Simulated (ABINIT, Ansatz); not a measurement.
**SnGeTe3 (Pm-3m): zone-centre phonons**

Aim: the zone-centre modes of SnGeTe3 (Pm-3m).

Calculated with ABINIT 10.8.3; DFT LDA, scalar-relativistic, plane waves, HGH norm-conserving pseudopotentials.

The structure was built from a prototype and need not be the compound's stable phase.

## (1) Set-up

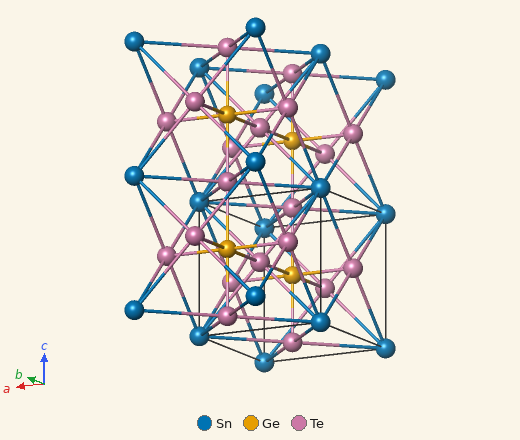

Start, viewed from a free direction; tin blue, germanium orange, tellurium pink. 1×2×2 cells are drawn. Some periodic images of atoms are drawn too.

Structure file:

```cif
data_structure
_symmetry_space_group_name_H-M 'P 1'
_symmetry_Int_Tables_number 1
_cell_length_a 5.2976
_cell_length_b 5.2976
_cell_length_c 5.2976
_cell_angle_alpha 90.000
_cell_angle_beta 90.000
_cell_angle_gamma 90.000
_cell_volume 148.67
loop_
_atom_site_label
_atom_site_type_symbol
_atom_site_fract_x
_atom_site_fract_y
_atom_site_fract_z
_atom_site_occupancy
Sn1 Sn 0.00000 0.00000 0.00000 1
Ge2 Ge 0.50000 0.50000 0.50000 1
Te3 Te 0.50000 0.50000 0.00000 1
Te4 Te 0.50000 0.00000 0.50000 1
Te5 Te 0.00000 0.50000 0.50000 1
```

## (2) Relaxing the cell and atoms

The harmonic expansion needs vanishing forces, and a free crystal bears no stress, so cell and atoms are brought to rest. Stress is more sensitive to the basis than forces are: the last 3 Ha under the cutoff are smoothed with ecutsm, and the cutoff is raised above that of the later runs.

The starting cell comes from a relaxation made beforehand in Ansatz (LDA, PseudoDojo NC).

relax.abi

```
# relaxation
ionmov 2
optcell 2
dilatmx 1.08
ntime 40
tolmxf 1.0d-05
tolvrs 1.0d-14
prtwf 0
prtden 0
chksymtnons 0

# basis, mesh and filling
ecut 26.0
ecutsm 3.0
ixc 7
ngkpt 4 4 4
nshiftk 1
shiftk 0.0 0.0 0.0
istwfk *1
occopt 3
tsmear 0.01
nband 20
nstep 100
diemac 1000000.0
prtebands 0
prtgsr 0

# cell and atoms
acell 10.01092027 10.01092027 10.01092027
rprim 
    1.0 0.0 0.0
    0.0 1.0 0.0
    0.0 0.0 1.0
ntypat 3
znucl 50 32 52
natom 5
typat 1 2 3 3 3
xred 
    0.0 0.0 0.0
    0.5 0.5 0.5
    0.5 0.5 0.0
    0.5 0.0 0.5
    0.0 0.5 0.5
pp_dirpath "./pseudo"
pseudos "Sn.hgh, Ge.hgh, Te.hgh"
```

On the command line:

```console
> OMP_NUM_THREADS=1 mpirun -n 4 abinit relax.abi > relax.log
```

Numbers of over 12 decimals in the logs are rounded to 6 here.

relax.abo, the main output file:

```text
[banners, grids, parts of the stress and lines that vanish by symmetry left out]
- input  file    -> relax.abi
- output file    -> relax.abo
- root for input  files -> relaxi
[...]
Symmetries : space group Pm -3 m (#221); Bravais cP (primitive cubic)
[...]
mpw =        8025          nfft =      125000          nkpt =          10
[...]
== DATASET  1 ==================================================================
[...]
cutoff_energies: {ecut:  26.0, pawecutdg:  -1.0, }
[...]
Exchange-correlation functional for the present dataset will be:
  LDA: Perdew-Wang 92 LSD fit to Ceperley-Alder data - ixc=7
[...]
ETOT  1  -32.206365765997    -3.221E+01 5.010E-02 1.119E+02
 ETOT  2  -32.241577351554    -3.521E-02 3.043E-03 2.628E+00
 ETOT  3  -32.242095064253    -5.177E-04 1.291E-03 4.542E-01
 ETOT  4  -32.242173823790    -7.876E-05 4.918E-04 6.852E-03
 ETOT  5  -32.242174622889    -7.991E-07 2.751E-04 7.840E-05
[...]
At SCF step   11       vres2   =  1.28E-15 < tolvrs=  1.00E-14 =>converged.
[...]
sigma(1 1)= -3.53888155E-05  sigma(3 2)=  0.00000000E+00
  sigma(2 2)= -3.53888155E-05  sigma(3 1)=  0.00000000E+00
  sigma(3 3)= -3.53888155E-05  sigma(2 1)=  0.00000000E+00
[...]
convergence: {deltae: -1.441E-11, res2:  1.281E-15, residm:  1.860E-04, diffor: null, }
etotal    :  -3.22421746E+01
[...]
ETOT  1  -32.242184298441    -3.224E+01 1.611E-04 8.955E-01
[...]
At SCF step    9       vres2   =  8.91E-15 < tolvrs=  1.00E-14 =>converged.
[...]
sigma(1 1)= -2.99902420E-05  sigma(3 2)=  0.00000000E+00
  sigma(2 2)= -2.99902420E-05  sigma(3 1)=  0.00000000E+00
  sigma(3 3)= -2.99902420E-05  sigma(2 1)=  0.00000000E+00
[...]
convergence: {deltae: -2.608E-12, res2:  8.913E-15, residm:  1.236E-05, diffor: null, }
etotal    :  -3.22422792E+01
[...]
ETOT  1  -32.239252982542    -3.224E+01 2.573E-05 3.060E+01
[...]
At SCF step   10       vres2   =  1.12E-15 < tolvrs=  1.00E-14 =>converged.
[...]
sigma(1 1)= -9.15478669E-07  sigma(3 2)=  0.00000000E+00
  sigma(2 2)= -9.15478669E-07  sigma(3 1)=  0.00000000E+00
  sigma(3 3)= -9.15478669E-07  sigma(2 1)=  0.00000000E+00
[...]
convergence: {deltae: -3.908E-13, res2:  1.123E-15, residm:  3.428E-05, diffor: null, }
etotal    :  -3.22425571E+01
[...]
ETOT  1  -32.242554188722    -3.224E+01 4.789E-05 2.994E-02
[...]
ETOT  7  -32.242557393894    -4.206E-12 1.630E-05 1.241E-12
 ETOT  8  -32.242557393895    -1.698E-12 7.546E-05 4.241E-15
 At SCF step    8       vres2   =  4.24E-15 < tolvrs=  1.00E-14 =>converged.
[...]
sigma(1 1)= -2.54307176E-08  sigma(3 2)=  0.00000000E+00
  sigma(2 2)= -2.54307176E-08  sigma(3 1)=  0.00000000E+00
  sigma(3 3)= -2.54307176E-08  sigma(2 1)=  0.00000000E+00
[...]
convergence: {deltae: -1.698E-12, res2:  4.241E-15, residm:  7.546E-05, diffor: null, }
etotal    :  -3.22425574E+01
[...]
At Broyd/MD step   4, gradients are converged :
[...]
sigma(1 1)= -2.54307176E-08  sigma(3 2)=  0.00000000E+00
  sigma(2 2)= -2.54307176E-08  sigma(3 1)=  0.00000000E+00
  sigma(3 3)= -2.54307176E-08  sigma(2 1)=  0.00000000E+00
[...]
- sigma(1 1)= -7.48197544E-04  sigma(3 2)=  0.00000000E+00
- sigma(2 2)= -7.48197544E-04  sigma(3 1)=  0.00000000E+00
- sigma(3 3)= -7.48197544E-04  sigma(2 1)=  0.00000000E+00
[...]
fcart     -0.0000000000E+00 -0.0000000000E+00 -0.0000000000E+00
           strten     -2.5430717631E-08 -2.5430717632E-08 -2.5430717635E-08
================================================================================

[key lines of the parts left out:]
pressure_GPa:   7.4820E-04
Total energy (etotal) [Ha]= -3.22425573938953E+01
```

Elapsed: 50 s, on 4 MPI ranks of Arm Neoverse V2, shared host.

Step by step:

```csv
step,energy less that of the first step (eV),largest force (eV/Å),volume (Å³)
1,0.0000,0.0000,148.67
2,-0.0028,0.0000,149.14
3,-0.0104,0.0000,151.85
4,-0.0104,0.0000,151.94
```

```csv
"conventional cell, symmetrised",before,after,change
a (Å),5.298,5.336,+0.7 %
b (Å),5.298,5.336,+0.7 %
c (Å),5.298,5.336,+0.7 %
volume (Å³/atom),29.73,30.39,+2.2 %
```

The relaxed structure:

```cif
data_structure
_symmetry_space_group_name_H-M 'P 1'
_symmetry_Int_Tables_number 1
_cell_length_a 5.3361
_cell_length_b 5.3361
_cell_length_c 5.3361
_cell_angle_alpha 90.000
_cell_angle_beta 90.000
_cell_angle_gamma 90.000
_cell_volume 151.94
loop_
_atom_site_label
_atom_site_type_symbol
_atom_site_fract_x
_atom_site_fract_y
_atom_site_fract_z
_atom_site_occupancy
Sn1 Sn 0.00000 0.00000 0.00000 1
Ge2 Ge 0.50000 0.50000 0.50000 1
Te3 Te 0.50000 0.50000 0.00000 1
Te4 Te 0.50000 0.00000 0.50000 1
Te5 Te 0.00000 0.50000 0.50000 1
```

Read from the output:

* volume per atom: 30.39 Å³
* pressure: 7.48e-4 GPa
* gap on the k-mesh: 0 eV

The volume changes by +2.2 % from the cell with which this run began.

## (3) Self-consistent run for the response

First-order wavefunctions inherit every error of the ground state, hence the very tight tolvrs. Occupations are smeared.

gs.abi

```
# ground state
tolvrs 1.0d-16
prtden 1
prtwf 1

# basis, mesh and filling
ecut 20.0
ixc 7
ngkpt 4 4 4
nshiftk 1
shiftk 0.0 0.0 0.0
istwfk *1
occopt 3
tsmear 0.01
nband 20
nstep 100
diemac 1000000.0
prtebands 0
prtgsr 0

# cell and atoms
acell 10.08378113 10.08378113 10.08378113
rprim 
    1.0 0.0 0.0
    0.0 1.0 0.0
    0.0 0.0 1.0
ntypat 3
znucl 50 32 52
natom 5
typat 1 2 3 3 3
xred 
    0.0 0.0 0.0
    0.5 0.5 0.5
    0.5 0.5 0.0
    0.5 0.0 0.5
    0.0 0.5 0.5
pp_dirpath "./pseudo"
pseudos "Sn.hgh, Ge.hgh, Te.hgh"
```

On the command line:

```console
> OMP_NUM_THREADS=1 mpirun -n 4 abinit gs.abi > gs.log
```

gs.abo, the main output file:

```text
[banners, grids, parts of the stress and lines that vanish by symmetry left out]
- input  file    -> gs.abi
- output file    -> gs.abo
- root for input  files -> gsi
[...]
Symmetries : space group Pm -3 m (#221); Bravais cP (primitive cubic)
[...]
mpw =        4416          nfft =       91125          nkpt =          10
[...]
== DATASET  1 ==================================================================
[...]
cutoff_energies: {ecut:  20.0, pawecutdg:  -1.0, }
[...]
Exchange-correlation functional for the present dataset will be:
  LDA: Perdew-Wang 92 LSD fit to Ceperley-Alder data - ixc=7
[...]
ETOT  1  -32.208489763982    -3.221E+01 5.652E-02 8.664E+01
 ETOT  2  -32.240967270103    -3.248E-02 6.459E-03 2.050E+00
 ETOT  3  -32.241527049376    -5.598E-04 1.029E-03 3.424E-01
 ETOT  4  -32.241610456915    -8.341E-05 6.776E-04 7.946E-03
 ETOT  5  -32.241611768865    -1.312E-06 2.952E-04 7.244E-05
[...]
ETOT 11  -32.241611780468    -2.026E-11 4.918E-05 2.450E-15
 ETOT 12  -32.241611780480    -1.241E-11 1.197E-04 5.766E-17
 At SCF step   12       vres2   =  5.77E-17 < tolvrs=  1.00E-16 =>converged.
[...]
sigma(1 1)=  5.07310615E-06  sigma(3 2)=  0.00000000E+00
  sigma(2 2)=  5.07310615E-06  sigma(3 1)=  0.00000000E+00
  sigma(3 3)=  5.07310615E-06  sigma(2 1)=  0.00000000E+00
[...]
convergence: {deltae: -1.241E-11, res2:  5.766E-17, residm:  1.197E-04, diffor: null, }
etotal    :  -3.22416118E+01
[...]
sigma(1 1)=  5.07310615E-06  sigma(3 2)=  0.00000000E+00
  sigma(2 2)=  5.07310615E-06  sigma(3 1)=  0.00000000E+00
  sigma(3 3)=  5.07310615E-06  sigma(2 1)=  0.00000000E+00
[...]
- sigma(1 1)=  1.49255936E-01  sigma(3 2)=  0.00000000E+00
- sigma(2 2)=  1.49255936E-01  sigma(3 1)=  0.00000000E+00
- sigma(3 3)=  1.49255936E-01  sigma(2 1)=  0.00000000E+00
[...]
fcart     -0.0000000000E+00 -0.0000000000E+00 -0.0000000000E+00
           strten      5.0731061460E-06  5.0731061460E-06  5.0731061460E-06
================================================================================

[key lines of the parts left out:]
pressure_GPa:  -1.4926E-01
```

The job ended after 11 s (4 MPI ranks; 43 s of CPU time).

Read from the output:

```yaml
pressure: -0.1493 GPa
```

The cell stands at -0.15 GPa: the relaxation ran with a smoothed and higher cutoff, and the difference is a stress of the finite basis.

(Continued in part 2 of 4.)

[Host names and launcher messages were left out of these logs when they were recorded.]

[Logs are printed without paths, hosts, clocks, repeated set-up lines and the standing remarks that a program may print on its own settings, such as how far it seeks lower states.]

[Hosts, paths, dates, database ids (printed as entryN), source tags and the programs' standing remarks are cut or masked in the printed files.]
